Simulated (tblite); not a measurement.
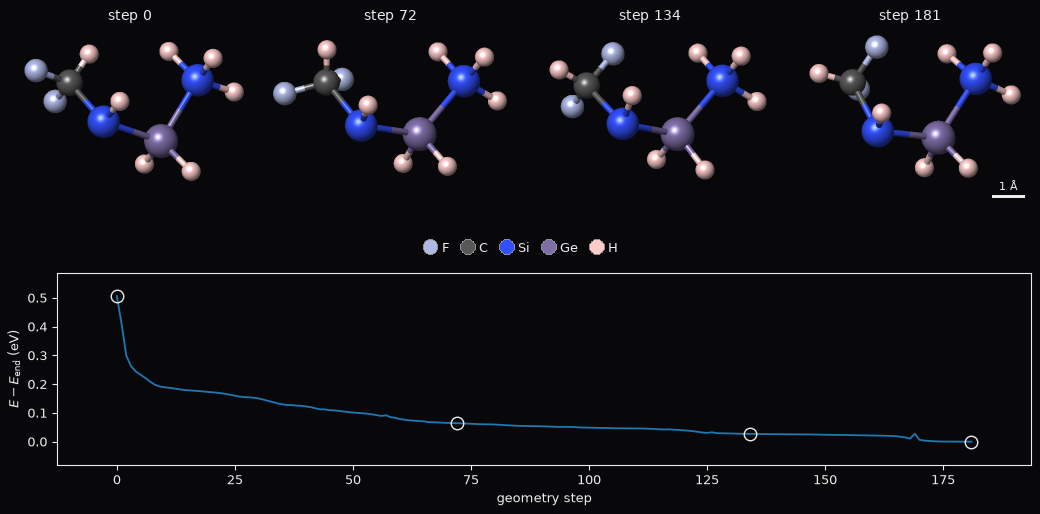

Frames of a relaxation of CH$_{7}$F$_{2}$GeSi$_{2}$ (multiplicity 2), marked on the history of the run. The picture is a ball-and-stick view, seen at a tilt.

These are results of GFN2-xTB geometry optimisation, gas phase (tblite), not measurements. 

**Describe the path.**

After 181 geometry steps the energy has fallen by 0.506 eV. The largest move after the best rigid fit is that of an F atom, 2.67 Å. Largest moves by element: F 2.67 Å, H 1.77 Å, Si 0.38 Å, C 0.18 Å, Ge 0.16 Å. Among the contacts that change: C–Si 1.866 → 1.952 Å, Ge–Si 2.306 → 2.364 Å, Ge–H 1.553 → 1.522 Å, C–H 1.115 → 1.096 Å. Among the angles between lasting bonds that change: Si–Ge–Si 108.9° → 124.1°, C–Si–Ge 109.5° → 96.8°, Si–C–H 109.0° → 121.5°. Groups turn about C–Si by about 135°. Cost: 1.4 s on 1 thread of Arm Neoverse V1, with other jobs on the host. From step 0 to 72: an H atom moves most (1.14 Å), energy −0.442 eV. From step 72 to 134: an F atom moves most (1.28 Å), energy −0.037 eV. From step 134 to 181: an F atom moves most (0.96 Å), energy −0.027 eV.

```json
{"step": "0", "E − E(0), eV": "0.0000"}
{"step": "1", "E − E(0), eV": "-0.0967"}
{"step": "2", "E − E(0), eV": "-0.2068"}
{"step": "3", "E − E(0), eV": "-0.2439"}
{"step": "4", "E − E(0), eV": "-0.2622"}
{"step": "5", "E − E(0), eV": "-0.2731"}
{"step": "6", "E − E(0), eV": "-0.2848"}
{"step": "7", "E − E(0), eV": "-0.2970"}
{"step": "8", "E − E(0), eV": "-0.3078"}
{"step": "9", "E − E(0), eV": "-0.3141"}
{"step": "10", "E − E(0), eV": "-0.3169"}
{"step": "19", "E − E(0), eV": "-0.3327"}
{"step": "28", "E − E(0), eV": "-0.3521"}
{"step": "37", "E − E(0), eV": "-0.3791"}
{"step": "46", "E − E(0), eV": "-0.3975"}
{"step": "55", "E − E(0), eV": "-0.4140"}
{"step": "64", "E − E(0), eV": "-0.4346"}
{"step": "73", "E − E(0), eV": "-0.4426"}
{"step": "82", "E − E(0), eV": "-0.4487"}
{"step": "91", "E − E(0), eV": "-0.4533"}
{"step": "100", "E − E(0), eV": "-0.4577"}
{"step": "109", "E − E(0), eV": "-0.4602"}
{"step": "118", "E − E(0), eV": "-0.4648"}
{"step": "127", "E − E(0), eV": "-0.4767"}
{"step": "136", "E − E(0), eV": "-0.4798"}
{"step": "145", "E − E(0), eV": "-0.4806"}
{"step": "154", "E − E(0), eV": "-0.4832"}
{"step": "163", "E − E(0), eV": "-0.4858"}
{"step": "172", "E − E(0), eV": "-0.5038"}
{"step": "181", "E − E(0), eV": "-0.5063"}
```
